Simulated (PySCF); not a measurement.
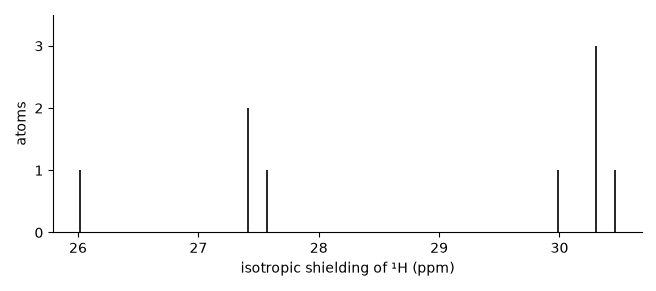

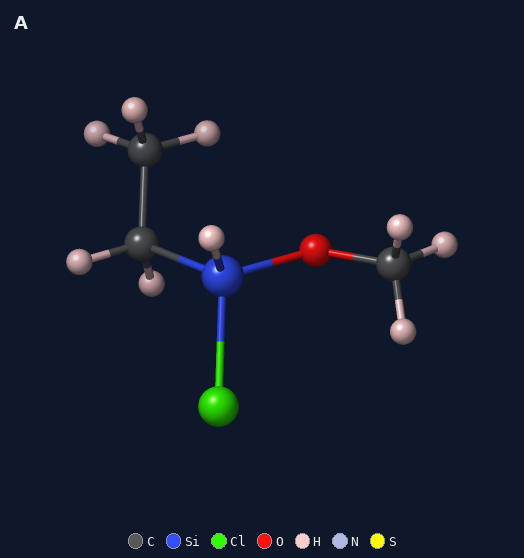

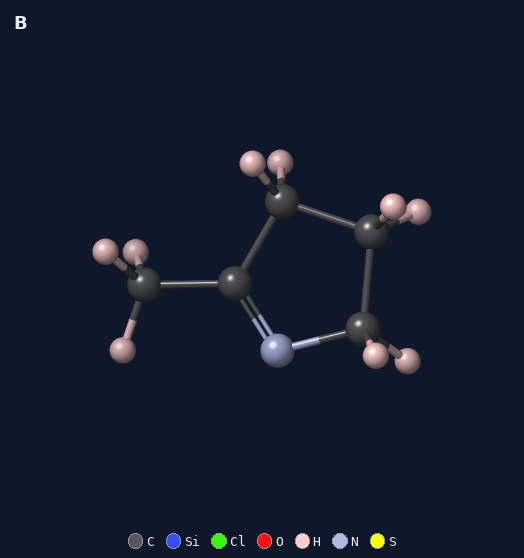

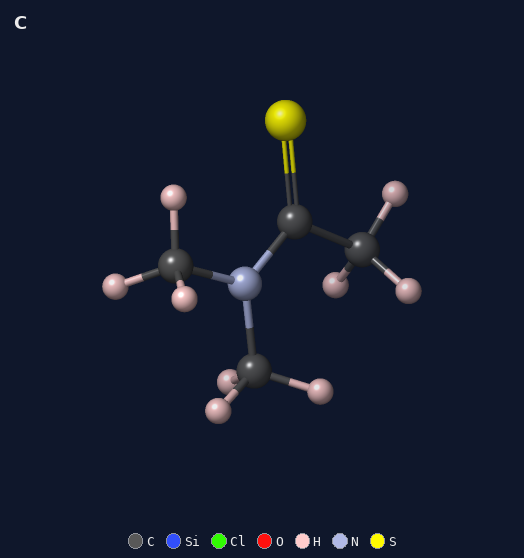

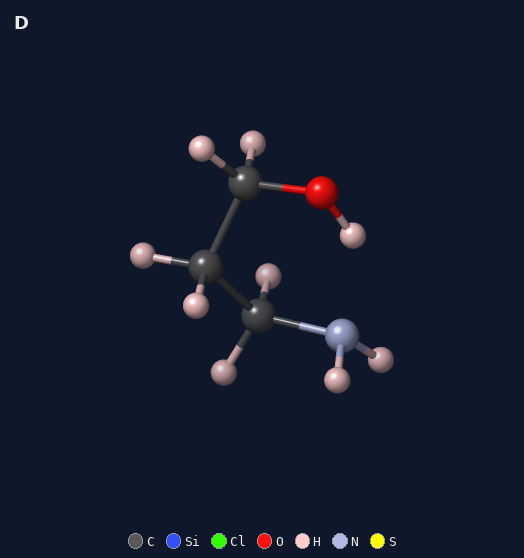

The sticks are computed shieldings of one of the molecules, for one fixed geometry (PBE0-D3(BJ)/def2-SVP) without averaging over rotations. Low shielding means a high chemical shift. Method: GIAO PBE0/pcSseg-1 NMR shielding, non-relativistic, IEF-PCM acetonitrile (PySCF 2.14.0).

**Match the spectrum to a structure.**

A, `CC[Si@@H](Cl)OC`. Its 9 H atoms give lines at 26.02, 27.41 (2 atoms), 27.57, 29.99, 30.30 (3 atoms), 30.46 ppm.
